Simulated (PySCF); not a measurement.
# CoS₂: structure of the sextet

Where does sextet CoS₂ go from a PBE0 minimum start, is the end point a minimum, and what are its modes, charges and moments?

Program: PySCF 2.14.0. Level of theory: PBE0, basis Co def2-SVP, S def2-SVP, no relativity, density fitting. These are calculated values, not measurements.

## Step 1: The starting structure

3 atoms, charge 0, spin multiplicity 6.

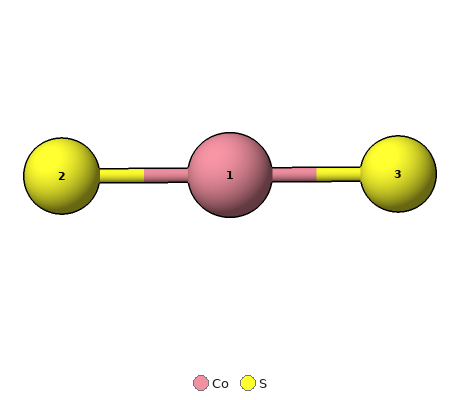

Start geometry, drawn with cobalt pink, sulfur yellow; atoms are numbered from 1 in the order of the file.

```xyz
3
charge 0 multiplicity 6
Co    0.0000    0.0000    0.0000
S     0.0000    0.0000    2.1379
S     0.0000    0.0000   -2.1379
```

## Step 2: The SCF at the typed geometry

One driver script runs all steps and calls PySCF; scf.py shows how it sets up the SCF of each step. The optimiser is the driver's own. After this first run the driver tries any further starts and a stability analysis.

Input file scf.py:

```python
from pyscf import gto, scf, dft
mol = gto.M(atom='''
Co    -0.000000     0.000000     0.000000
S     -0.000000    -0.000000     2.137852
S      0.000000     0.000000    -2.137852''',
    basis={'Co': 'def2-SVP', 'S': 'def2-SVP'},
    charge=0, spin=5)
mf = dft.UKS(mol, xc='PBE0')
mf.grids.atom_grid = (50, 194)
aux = {'Co': 'def2-universal-JKFIT', 'S': 'def2-universal-JKFIT'}
mf = mf.density_fit(auxbasis=aux)
mf.conv_tol = 1e-08
mf.diis_space = 10
mf.max_cycle = 60
mf.init_guess = 'minao'
mf.verbose = 4
mf.kernel()
```

Command:

```sh
OMP_NUM_THREADS=2 python axn.py task.json out
```

Log, cut to the lines that bear on the results:

```text
[... the frontier levels of the middle cycles are left out ...]
init E= -2177.20788415534
[... the frontier-level lines of each cycle are left out ...]
cycle= 1 E= -2164.56383535843  delta_E= 12.6  |g|= 3.51  |ddm|= 9.04
cycle= 2 E= -2148.9988682038  delta_E= 15.6  |g|= 4.38  |ddm|=   10
cycle= 3 E= -2174.69909634562  delta_E= -25.7  |g|= 2.87  |ddm|= 8.32
cycle= 4 E= -2175.07963359663  delta_E= -0.381  |g|= 2.52  |ddm|= 1.71
cycle= 5 E= -2174.99564239042  delta_E= 0.084  |g|= 2.62  |ddm|= 0.481
cycle= 6 E= -2174.74850133061  delta_E= 0.247  |g|= 2.74  |ddm|= 0.274
cycle= 7 E= -2175.10512919441  delta_E= -0.357  |g|= 2.64  |ddm|= 0.512
cycle= 8 E= -2175.26341376783  delta_E= -0.158  |g|= 2.59  |ddm|= 0.24
cycle= 9 E= -2175.1327054733  delta_E= 0.131  |g|= 2.63  |ddm|= 0.084
cycle= 10 E= -2175.02395190317  delta_E= 0.109  |g|= 2.67  |ddm|= 0.126
cycle= 11 E= -2177.55811849132  delta_E= -2.53  |g|= 1.27  |ddm|= 1.47
cycle= 12 E= -2176.06078225498  delta_E=  1.5  |g|= 2.09  |ddm|= 1.85
cycle= 13 E= -2177.8143415269  delta_E= -1.75  |g|= 0.87  |ddm|=  1.8
cycle= 14 E= -2177.33966921268  delta_E= 0.475  |g|=  1.3  |ddm|= 1.55
[... 9 cycles left out ...]
cycle= 24 E= -2178.11225396633  delta_E= 4.43e-06  |g|= 0.0469  |ddm|= 0.00608
cycle= 25 E= -2178.11224602954  delta_E= 7.94e-06  |g|= 0.0484  |ddm|= 0.00775
cycle= 26 E= -2178.11250605351  delta_E= -0.00026  |g|= 0.0311  |ddm|= 0.0774
cycle= 27 E= -2178.11289883154  delta_E= -0.000393  |g|= 0.0077  |ddm|= 0.0625
cycle= 28 E= -2178.11295293774  delta_E= -5.41e-05  |g|= 0.00275  |ddm|= 0.0243
cycle= 29 E= -2178.11295501105  delta_E= -2.07e-06  |g|= 0.00263  |ddm|= 0.00302
cycle= 30 E= -2178.11292147602  delta_E= 3.35e-05  |g|= 0.00332  |ddm|= 0.0098
cycle= 31 E= -2178.11287763291  delta_E= 4.38e-05  |g|= 0.00182  |ddm|= 0.0272
cycle= 32 E= -2178.11287691686  delta_E= 7.16e-07  |g|= 0.00057  |ddm|= 0.00692
cycle= 33 E= -2178.11287670413  delta_E= 2.13e-07  |g|= 0.000153  |ddm|= 0.00294
cycle= 34 E= -2178.11287669069  delta_E= 1.34e-08  |g|= 5.92e-05  |ddm|= 0.000942
cycle= 35 E= -2178.11287670584  delta_E= -1.51e-08  |g|= 6.09e-05  |ddm|= 0.000328
cycle= 36 E= -2178.11287668428  delta_E= 2.16e-08  |g|= 5.36e-05  |ddm|= 0.000426
cycle= 37 E= -2178.11287667791  delta_E= 6.37e-09  |g|= 4.47e-05  |ddm|= 0.000666
Extra cycle  E= -2178.11287669854  delta_E= -2.06e-08  |g|= 8.62e-05  |ddm|= 0.000356
converged SCF energy = -2178.11287669854  <S^2> = 8.7615662  2S+1 = 6.0038541
```

This step, with its further starts and checks, took 13 s on 2 threads of Intel Xeon 6975P-C (Granite Rapids), shared host.

The starts that the driver tried:

| start | energy (Eh) |
| --- | --- |
| the minimal-basis guess | -2178.112877 |
| a thermally smeared density | -2178.112877 |
| a smeared PBE density | -2178.185531 |

The first run landed in a state that is too high. Following the other starts and the instabilities gains 190.8 kJ/mol (-2178.18553 Eh), and the work goes on from there.

## Step 3: PBE0 minimum start, sextet: relaxation

The program finds D∞h symmetry in the start, which this walk keeps. The walk stops when the largest gradient is under 0.0003 Eh/bohr and the energy has settled too.

scf.py: that of step 2 with these lines changed.

```diff
@@ -3,2 +3,2 @@
-Co    -0.000000     0.000000     0.000000
-S     -0.000000    -0.000000     2.137852
+Co     0.000000     0.000000     0.000000
+S      0.000000     0.000000     2.137852
@@ -15 +14,0 @@
-mf.init_guess = 'minao'
```

The optimiser's trace:

| step | energy (Eh) | change (kJ/mol) | largest symmetric gradient (Eh/bohr) |
| --- | --- | --- | --- |
| 0 | -2178.185531 | 0.00 | 0.00006 |

The walk took 1 s.

It settles in D∞h symmetry, 0.0 kJ/mol below the start, after 0 steps: Co–S 2.138 Å (×2); S–Co–S 180.0°.

## Step 4: Hessian and properties

The point is checked on the finer grid, and tightened if its gradient asks for it. The Hessian and the dipole derivatives come from central differences of analytic gradients, with steps of 0.02 bohr.

scf.py: that of step 3 with these lines changed.

```diff
@@ -9 +9 @@
-mf.grids.atom_grid = (50, 194)
+mf.grids.atom_grid = (75, 302)
@@ -12 +12 @@
-mf.conv_tol = 1e-08
+mf.conv_tol = 1e-10
```

This SCF starts from the last density.

Log of the central SCF (cycles and frontier levels):

```text
init E= -2178.18559625885
[... the frontier-level lines of each cycle are left out ...]
cycle= 1 E= -2178.18559625882  delta_E= 2.41e-11  |g|= 7.53e-06  |ddm|= 7.57e-06
Extra cycle  E= -2178.18559625857  delta_E= 2.54e-10  |g|= 2.69e-05  |ddm|= 2.47e-05
converged SCF energy = -2178.18559625857  <S^2> = 8.7648739  2S+1 = 6.0049559
```

The whole step took 15 s.

Geometry: D∞h; Co–S 2.138 Å (×2); S–Co–S 180.0°.

Harmonic modes (main isotopes):

```json
{"ω (cm⁻¹)": "81", "IR (km/mol)": "15.5", "μ (u)": "41.96", "type": "bend"}
{"ω (cm⁻¹)": "113", "IR (km/mol)": "13.9", "μ (u)": "41.96", "type": "bend"}
{"ω (cm⁻¹)": "336", "IR (km/mol)": "0.0", "μ (u)": "31.97", "type": "stretch"}
{"ω (cm⁻¹)": "408", "IR (km/mol)": "31.8", "μ (u)": "41.96", "type": "stretch"}
```

All wavenumbers are real: a minimum.

The SCF density has lower symmetry than the nuclear frame, so the modes carry no labels; pairs that should be degenerate can split.

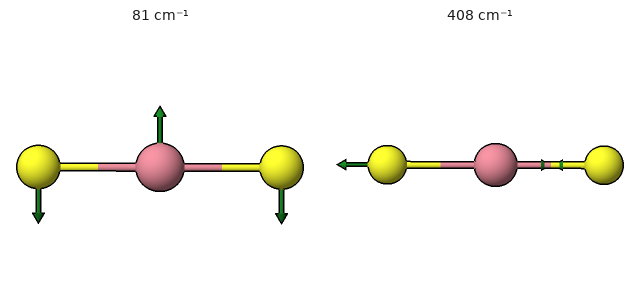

How the atoms move in 2 of the modes.

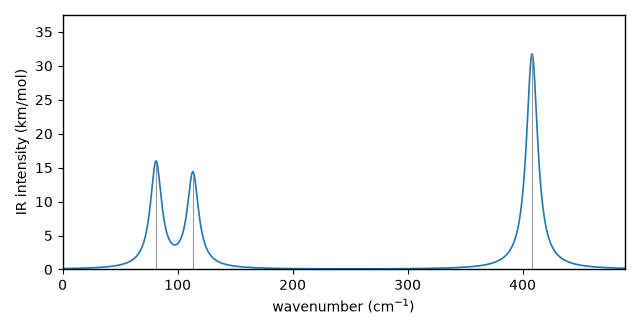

The harmonic infrared spectrum (widths in cm⁻¹). Lines are broadened to a width of 12 cm⁻¹ (Lorentzian).

Properties at this point:

- Dipole moment: 0.00 D
- Highest occupied level: -6.97 eV
- Lowest empty level: -4.70 eV
- Rotational constants: 0.05768 cm⁻¹
- Zero-point energy: 5.6 kJ/mol
- Principal polarisabilities: 26.1, 30.1, 112.7 bohr³
- Atomisation energy without zero-point energy: 573 kJ/mol
- Principal traceless quadrupole moments about the centre of mass: -13.34, 3.38, 9.96 D Å
- Entropy at 298.15 K and 1 bar (electronic part: spin only): 293.0 J/(mol K)
- Heat capacity Cp at 298.15 K: 58.2 J/(mol K)
- Enthalpy at 298.15 K above 0 K: 14.35 kJ/mol
- Rotational symmetry number: 2
- Spin squared ⟨S²⟩: 8.765

Charges (e) and bond orders:

```tsv
atom	Mulliken	Löwdin	polar tensor	spin (Mulliken)	Mayer order to Co1
Co1	0.49	0.26	0.79	2.82	–
S2,3	-0.25	-0.13	-0.39	1.09	1.34
```

Outer orbital energies (eV). α occupied: -11.75, -10.83, -8.98, -8.91, -8.26, -8.16, -8.00, -7.31; empty: -0.33, 1.04, 1.43, 2.71. β occupied: -18.23, -17.79, -9.68, -9.05, -8.91, -7.91, -7.82, -6.97; empty: -4.70, -3.55, -3.48, -3.27.

Mulliken populations on Co1: s 6.60, p 12.59, d 7.32, f 0.00.

## Step 5: Summary of results

| quantity | value |
| --- | --- |
| minimum | sextet, D∞h |
| geometry | Co–S 2.138 Å (×2); S–Co–S 180.0° |
| wavenumbers (cm⁻¹) | 81, 113, 336, 408 |
| dipole moment | 0.00 D |
| highest occupied, lowest empty level (either spin) | -6.97, -4.70 eV |
| polar-tensor charge of Co1 | +0.79 e |
| zero-point energy | 5.6 kJ/mol |
| entropy at 298.15 K | 293.0 J/(mol K) |
| atomisation energy (no zero-point energy) | 573 kJ/mol |
| ⟨S²⟩ | 8.765 |

**Reading.** The PBE0 minimum start keeps its D∞h symmetry and ends in a minimum. The strongest infrared band lies at 408 cm⁻¹ (stretch). The dipole vanishes although Co1 carries +0.8 e by the polar tensor: the bond dipoles cancel. Most of the spin sits on Co1 (Mulliken spin 2.82, against 5 for the whole molecule). The first SCF alone would have been 191 kJ/mol too high. Only this shape and spin were tried, so other structures or states may lie lower. The SCF density has lower symmetry than the nuclear frame. Open d and f shells are described by one determinant, and the ground state may have another occupation or spin.

The search up to here took 29 s.
